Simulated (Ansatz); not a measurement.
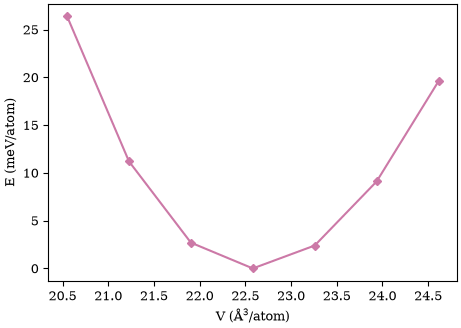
Mg (hcp (Mg type), P6_3/mmc) under volume change, plane-wave PAW r²SCAN (Ansatz code), shape and atoms relaxed at each volume.

**Question.** What does a third-order Birch–Murnaghan fit give for V₀, B₀ and B′?

**Answer.** V₀ = 22.58 Å³/atom, B₀ = 39.6 GPa, B′ = 3.9.

The r²SCAN relaxation kept the symmetry of its start; of distortions, only those at the zone centre were tested.

Potentials: the earlier of the program's two PAW sets.
